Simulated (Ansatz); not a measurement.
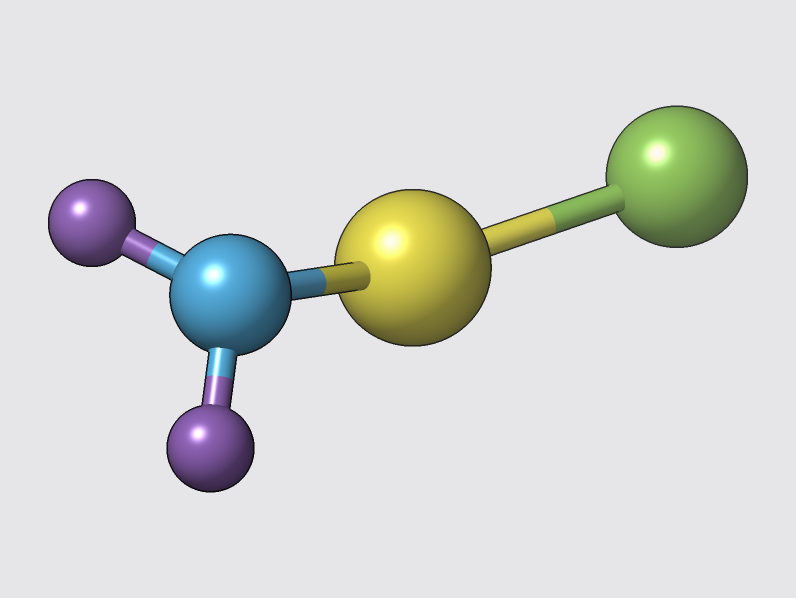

A ball-and-stick model of a molecule. Every bond is drawn as one stick, whatever its order. Colours: gallium yellow, carbon blue, chlorine green, hydrogen purple.

Describe the molecule.

Formula CH₂ClGa. Coordination: 1 Ga bent; 1 C trigonal pyramidal.

The parts below concern this one geometry. Atoms keep their numbers from picture to picture. Computed geometry: PBE0-D4/def2-TZVP optimisation.

**Electronic properties**

Method: RKS PBE0-D4/def2-TZVP (Ansatz 0.2.0).

Computed properties:

- dipole moment: 1.16 D
- harmonic zero-point energy: 62.4 kJ/mol

**Charges**

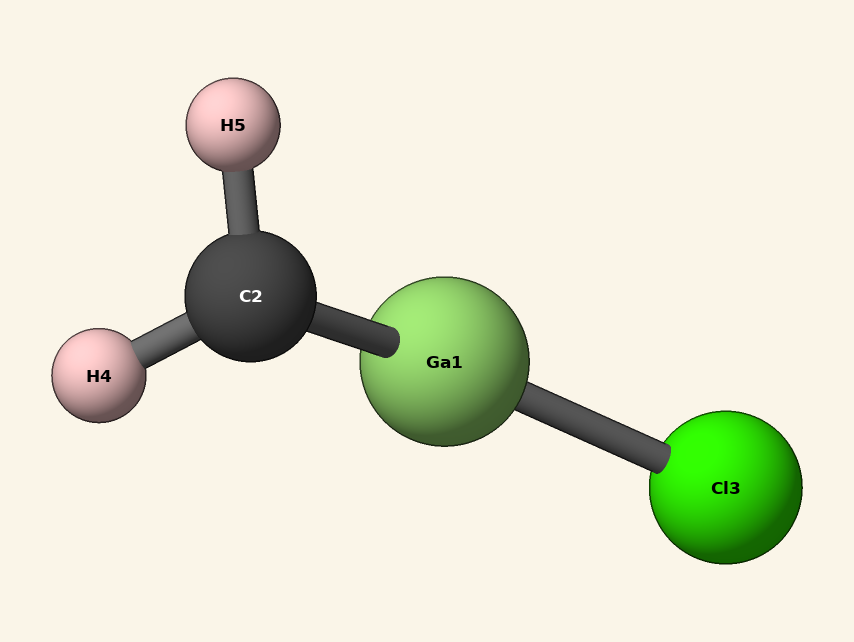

The questions are on Mulliken charges. Properties computed with RKS PBE0-D4/def2-TZVP (Ansatz 0.2.0).

Give the Mulliken charges atom by atom.

| atom | value (e) |
| --- | --- |
| Ga1 | 0.42 |
| C2 | −0.51 |
| Cl3 | −0.21 |
| H4 | 0.15 |
| H5 | 0.15 |

**Thermal motion**

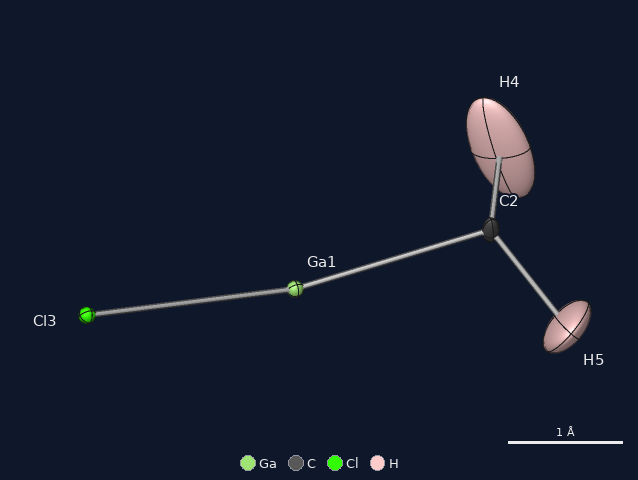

Displacement ellipsoids at the 50 % level, from the internal vibrations of the free molecule (harmonic, no overall translation or rotation; no half-axis is drawn under 0.075 Å). Vibrations computed with RKS PBE0-D4/def2-TZVP (Ansatz 0.2.0). Temperature: 400 K.

List U_eq and the three principal root-mean-square amplitudes for each kind of atom.

| atom | U_eq (Å²) | rms amplitudes (Å) |
| --- | --- | --- |
| Ga1 | 0.0012 | 0.016, 0.023, 0.053 |
| C2 | 0.0077 | 0.033, 0.048, 0.140 |
| Cl3 | 0.0015 | 0.024, 0.035, 0.051 |
| H4, H5 | 0.0623 | 0.091, 0.182, 0.382 |

Mulliken values depend strongly on the basis set and can even reverse the polarity of a bond.
